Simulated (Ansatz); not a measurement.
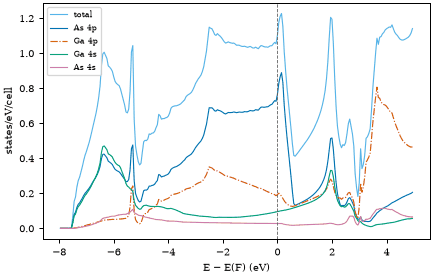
*Total and projected density of states of GaAs (rock salt, space group No. 225), DFT-PBE in the program Ansatz with PAW potentials*

Q: Which orbitals carry the states next to the Fermi level?

A: Within 0.5 eV of the Fermi level: As 4p 68 %, Ga 4p 18 %, Ga 4s 10 %. Projections are on Löwdin-orthogonalised atomic valence shells; empty p or d shells of many metals are not among them.

Q: Where is the tallest occupied peak in this window, and what makes it?

A: Near -2.5 eV, about 1.1 states/eV per cell; the largest projected share is As 4p.

Space group Fm-3m (rock salt). The start of the workflow was typed in or built on a structure type; neither database checked (COD, Materials Project) lists it. It is not the phase usual at ambient conditions (space group No. 216). Symmetry was held in the PBE relaxation; whether a distortion lowers the energy is not shown. The volume moved by 18 % from the start of the relaxation. Scalar-relativistic: spin–orbit coupling is off unless named, which matters more the heavier the elements.

Potentials: the later of the program's two PAW sets.
